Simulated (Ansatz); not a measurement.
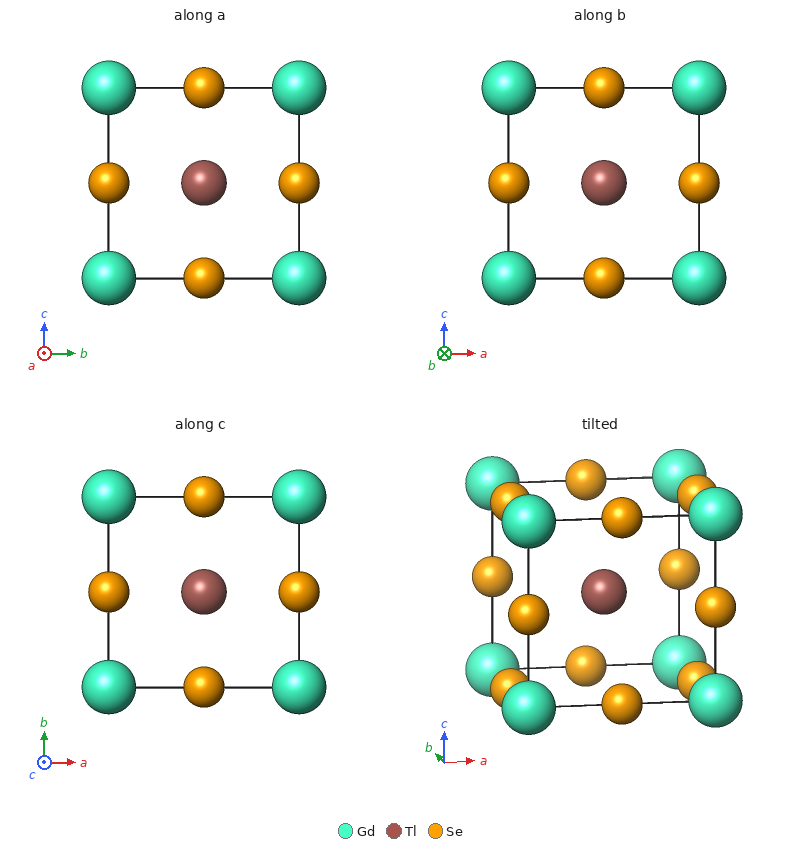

The figure gives a spheres-only picture of the atoms, viewed along the a axis, along the b axis, along the c axis and slightly off an axis. The frame is the conventional unit cell; atoms at its boundary are shown with their periodic copies.

Lattice parameters: a = 5.5712 Å, b = 5.5712 Å, c = 5.5712 Å, α = 90.000°, β = 90.000°, γ = 90.000°.

Question: Reconstruct the structure as a CIF with its space group and independent sites.

Answer:
```cif
data_structure
_symmetry_space_group_name_H-M 'P m -3 m'
_symmetry_Int_Tables_number 221
_cell_length_a 5.5712
_cell_length_b 5.5712
_cell_length_c 5.5712
_cell_angle_alpha 90.000
_cell_angle_beta 90.000
_cell_angle_gamma 90.000
_cell_volume 172.92
loop_
_atom_site_label
_atom_site_type_symbol
_atom_site_symmetry_multiplicity
_atom_site_Wyckoff_symbol
_atom_site_fract_x
_atom_site_fract_y
_atom_site_fract_z
_atom_site_occupancy
Gd1 Gd 1 a 0.0000 0.0000 0.0000 1
Tl1 Tl 1 b 0.5000 0.5000 0.5000 1
Se1 Se 3 d 0.5000 0.0000 0.0000 1
```

The initial geometry was a structure type filled with these elements by a generator (whether the compound takes this form wasn't checked). Relaxation method: DFT PBE, scalar-relativistic, plane waves, PAW (Ansatz).
